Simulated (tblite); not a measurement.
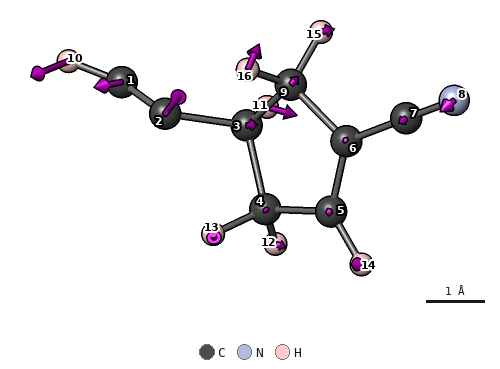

A relaxation of C₈H₇N (charge +1, multiplicity 2). The starting structure is drawn; purple arrows show the displacements, magnified 2 times. The two geometries are superimposed by the best rigid fit.

The picture is a ball-and-stick view, seen at a tilt.

These are results of tblite, GFN2-xTB geometry optimisation, gas phase, not measurements. 

> What happened in the run?

Over 83 geometry steps the energy falls by 1.890 eV. C2 moves most after the best rigid fit: 0.59 Å. Largest moves by element: C 0.59 Å, H 0.57 Å, N 0.20 Å. Some distances before and after: C1–C2 1.315 → 1.204 Å, C6–C7 1.448 → 1.405 Å, C5–C6 1.325 → 1.366 Å, C4–H13 1.137 → 1.100 Å. Bond angles that change, for instance: C1–C2–C3 119.5° → 179.7°, C2–C1–H10 153.9° → 179.2°, C2–C3–H11 115.4° → 104.7°. The run took 0.51 s on 1 thread of Arm Neoverse V2, on a shared host.
